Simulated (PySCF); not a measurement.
Vertical excitations of a molecule C4H4Cl2 from TDDFT-PBE/def2-SVPD run with PySCF, as energy in eV (oscillator strength): 4.62 (0.000), 4.77 (0.352), 5.16 (0.057), 5.54 (0.000), 5.78 (0.000), 5.82 (0.000), 6.14 (0.000), 6.50 (0.029), 6.57 (0.004), 6.65 (0.003). Lowest triplet (TDA): 2.92 eV. The structure is a stationary point at ωB97X-D3(BJ)/def2-SVP. The values are those of a single conformer.

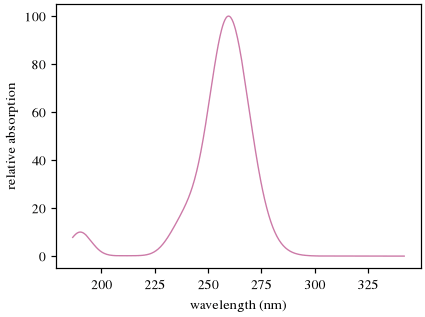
Figure: The lines broadened by 0.4 eV.

Question: Which structure fits?
A. Cl/C=C\C=C/Cl
B. C=C(Cl)/C=C\Cl
C. ClC1=C(Cl)CC1
D. CC(Cl)=C=CCl

Answer: B, C=C(Cl)/C=C\Cl
